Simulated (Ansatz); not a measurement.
**One shape, several levels: BPH4 (SMILES BP)**

Wanted: a comparison of 6 runs (B3LYP/STO-3G, BHLYP/STO-3G, BLYP/STO-3G, HSE06/STO-3G, PBE0/STO-3G, CCSD(T)/STO-3G) of BPH4. 

Program for the calculation: Ansatz 0.2.0.

53 further runs of the same task are left out: 53 set aside as unsound or not needed.

**1. The molecule**

BPH4 has 6 atoms, charge 0, and is taken as a singlet. As SMILES, `BP`. The H5–P2 distance was set to 2.757 Å, away from the relaxed value. At this shape a bond of the SMILES string is far longer than usual.

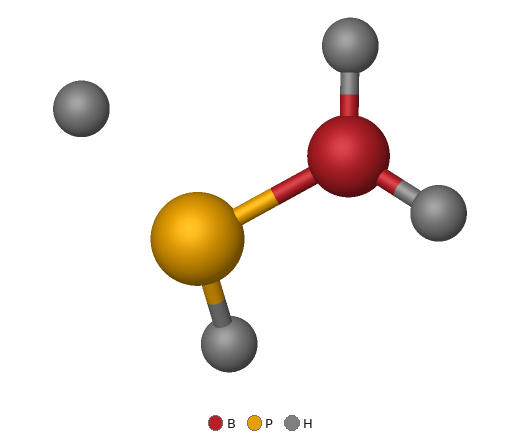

Viewed from a chosen angle; boron red, phosphorus amber, hydrogen grey.

**2. A single-point energy at B3LYP/STO-3G (run 1)**

The input, molecule.yaml:

```yaml
crystal:
  periodic: [false, false, false]
  atoms:
    - {symbol: B, position_ang: [-0.217707, -1.258234, 1.422210]}
    - {symbol: P, position_ang: [0.158373, 0.538496, 1.562960]}
    - {symbol: H, position_ang: [-0.997827, -1.741464, 2.146260]}
    - {symbol: H, position_ang: [0.438863, -1.931144, 0.727400]}
    - {symbol: H, position_ang: [0.599110, 1.319050, -1.043720]}
    - {symbol: H, position_ang: [-1.082637, 1.121926, 1.701540]}
basis:
  gaussian:
    orbitals: STO-3G
accuracy: high
hamiltonian:
  xc: {name: B3LYP}
```

The run is started by

```
ansatz run molecule.yaml --threads 1 --pin off --max-ram 2610MiB --events-out events.jsonl --progress --plain --runs-dir runs
```

What it wrote:

```text
Warning: RAYON_NUM_THREADS=1 ignored (pool sized by the plan → 1); use --threads N
Functional definition: B3LYP
  name "B3LYP"
  parameter a0 = 0.2
  parameter ax = 0.72
  parameter ac = 0.81
  exchange = (1 - a0 - ax)*slater_x + ax*b88_x + a0*exact_x
  correlation = (1 - ac)*vwn_rpa_c + ac*lyp_c
311 factors; integrals over basis functions are off by at most 1.2e-8 eV
mean field evaluation 1: about -9905.7650 eV, gradient 2.3e1 eV
mean field evaluation 2: about -9898.8221 eV, gradient 2.6e1 eV
mean field evaluation 4: about -9907.8329 eV, gradient 1.9e1 eV
mean field evaluation 8: about -9909.6932 eV, gradient 1.3e1 eV
mean field -9910.57760570 eV, -364.2070093789 hartree, gradient 1.9e-8 eV, S^2 0.000000; 0 other end points of the search recorded, 0 dependent functions left out
reference -9910.57763446 eV, -364.2070104358 hartree; 12, 12 occupied and 6, 6 virtual orbitals, 311 factors
Total energy: -9910.57763446 eV, -364.2070104358 hartree
```

Wall time 0.72 s (1 thread of AMD EPYC 7R13 (Zen 3), shared host).

**3. A single-point energy at BHLYP/STO-3G (run 2)**

The input, molecule.yaml:

```yaml
crystal:
  periodic: [false, false, false]
  atoms:
    - symbol: B
      position_ang: [-0.217707, -1.258234, 1.422210]
    - symbol: P
      position_ang: [0.158373, 0.538496, 1.562960]
    - symbol: H
      position_ang: [-0.997827, -1.741464, 2.146260]
    - symbol: H
      position_ang: [0.438863, -1.931144, 0.727400]
    - symbol: H
      position_ang: [0.599110, 1.319050, -1.043720]
    - symbol: H
      position_ang: [-1.082637, 1.121926, 1.701540]
basis:
  gaussian: {orbitals: STO-3G}
hamiltonian: {xc: {name: BHLYP}}
accuracy: high
```

The run is started by

```
ansatz run molecule.yaml --threads 1 --pin off --max-ram 2610MiB --events-out events.jsonl --progress --plain --runs-dir runs
```

What it wrote:

```text
Warning: RAYON_NUM_THREADS=1 ignored (pool sized by the plan → 1); use --threads N
Functional definition: BHLYP
  name "BHLYP"
  parameter a = 0.5
  exchange = (1 - a)*b88_x + a*exact_x
  correlation = lyp_c
311 factors; integrals over basis functions are off by at most 1.2e-8 eV
mean field evaluation 1: about -9905.4649 eV, gradient 2.0e1 eV
mean field evaluation 2: about -9900.8293 eV, gradient 2.3e1 eV
mean field evaluation 4: about -9908.8673 eV, gradient 6.2e0 eV
mean field evaluation 8: about -9909.0946 eV, gradient 2.4e-1 eV
mean field evaluation 16: about -9909.0953 eV, gradient 3.3e-6 eV
mean field -9909.09530779 eV, -364.1525359354 hartree, gradient 8.5e-8 eV, S^2 0.000000; 0 other end points of the search recorded, 0 dependent functions left out
reference -9909.09532753 eV, -364.1525366606 hartree; 12, 12 occupied and 6, 6 virtual orbitals, 311 factors
Total energy: -9909.09532753 eV, -364.1525366606 hartree
```

Wall time 0.66 s (1 thread of AMD EPYC 7R13 (Zen 3), shared host); peak memory 0.11 GiB.

Runs 3 to 4 aren't shown in full; the table further down has their settings and results.

**4. The energy at PBE0/STO-3G (run 5)**

The input, molecule.yaml:

```yaml
crystal:
  periodic: [false, false, false]
  atoms:
    - {symbol: B, position_ang: [-0.217707, -1.258234, 1.422210]}
    - {symbol: P, position_ang: [0.158373, 0.538496, 1.562960]}
    - {symbol: H, position_ang: [-0.997827, -1.741464, 2.146260]}
    - {symbol: H, position_ang: [0.438863, -1.931144, 0.727400]}
    - {symbol: H, position_ang: [0.599110, 1.319050, -1.043720]}
    - {symbol: H, position_ang: [-1.082637, 1.121926, 1.701540]}
basis:
  gaussian: {orbitals: STO-3G}
hamiltonian: {xc: pbe0}
accuracy: high
```

The run is started by

```
ansatz run molecule.yaml --threads 1 --pin off --max-ram 2610MiB --events-out events.jsonl --progress --plain --runs-dir runs
```

What it wrote:

```text
Warning: RAYON_NUM_THREADS=1 ignored (pool sized by the plan → 1); use --threads N
Functional definition: PBE0
  name "PBE0"
  parameter a = 0.25
  parameter kappa = 0.804
  parameter beta = 0.06672455060314922
  exchange = (1 - a)*pbe_x(kappa = kappa, mu = beta*pi^2/3) + a*exact_x
  correlation = pbe_c(beta = beta)
311 factors; integrals over basis functions are off by at most 1.2e-8 eV
mean field evaluation 1: about -9901.4346 eV, gradient 2.2e1 eV
mean field evaluation 2: about -9894.8257 eV, gradient 2.4e1 eV
mean field evaluation 4: about -9903.3992 eV, gradient 1.7e1 eV
mean field evaluation 8: about -9904.1703 eV, gradient 1.5e1 eV
mean field evaluation 16: about -9905.5096 eV, gradient 2.6e-8 eV
mean field -9905.50960695 eV, -364.0207638600 hartree, gradient 2.6e-8 eV, S^2 0.000000; 0 other end points of the search recorded, 0 dependent functions left out
reference -9905.50960843 eV, -364.0207639142 hartree; 12, 12 occupied and 6, 6 virtual orbitals, 311 factors
Total energy: -9905.50960843 eV, -364.0207639142 hartree
```

Run time: 0.76 s. Hardware: 1 thread of AMD EPYC 7R13 (Zen 3), shared host.

**5. The energy at CCSD(T)/STO-3G (run 6)**

The input, molecule.yaml:

```yaml
crystal:
  periodic: [false, false, false]
  atoms:
    - symbol: B
      position_ang: [-0.217707, -1.258234, 1.422210]
    - symbol: P
      position_ang: [0.158373, 0.538496, 1.562960]
    - symbol: H
      position_ang: [-0.997827, -1.741464, 2.146260]
    - symbol: H
      position_ang: [0.438863, -1.931144, 0.727400]
    - symbol: H
      position_ang: [0.599110, 1.319050, -1.043720]
    - symbol: H
      position_ang: [-1.082637, 1.121926, 1.701540]
basis:
  gaussian:
    orbitals: STO-3G
correlation:
  method: ccsd_t
  frozen_orbitals: {B: 1, H: 0, P: 5}
accuracy: high
scf:
  omitted_lower_state_checks: [cluster_reference, increment]
```

The run is started by

```
ansatz run molecule.yaml --threads 1 --pin off --max-ram 2610MiB --events-out events.jsonl --progress --plain --runs-dir runs
```

What it wrote:

```text
Warning: RAYON_NUM_THREADS=1 ignored (pool sized by the plan → 1); use --threads N
[... 11 lines left out ...]
6 core orbitals not correlated: weight in the atoms' cores, before any rotation towards them, 1.000 or more for the frozen orbitals, at most 0.000 for the correlated occupied ones
[... 35 lines left out ...]
WARN: these amplitudes may be one of several solutions (largest doubles amplitude 0.63, level shift 8.04 eV)
Total energy: -9892.37112281 eV, -363.5379334733 hartree
Checks for a lower state left out: cluster_reference, increment
```

It took 0.14 s on 1 thread of AMD EPYC 7R13 (Zen 3), shared host.

**6. All runs side by side**

```tsv
run	level	frozen core orbitals	energy (Eh)	wall time
1	B3LYP/STO-3G	–	-364.207010	0.72 s
2	BHLYP/STO-3G	–	-364.152537	0.66 s
3	BLYP/STO-3G	–	-364.153992	0.7 s
4	HSE06/STO-3G	–	-364.012421	0.93 s
5	PBE0/STO-3G	–	-364.020764	0.76 s
6	CCSD(T)/STO-3G	6	-363.537933	0.14 s
```

**7. Summary of results**

```
                                          quantity          value
                               run 6: total energy  -363.53793 Eh
run 6: correlation energy (6 core orbitals frozen)     -227.9 mEh
                             run 6: (T) correction      -5.88 mEh
                              run 6: T1 diagnostic          0.027
```

In words: Totals of different functionals can't be ranked against each other. In run 6 the log says that unrestricted orbitals would lower the reference, so the values rest on an unstable closed-shell determinant (other closed-shell runs at this shape may share the fault). In runs 1, 2, 3, 4, 5, 6 the basis is minimal, so the values are rough. All runs together took 3.9 s, the longest 0.93 s.
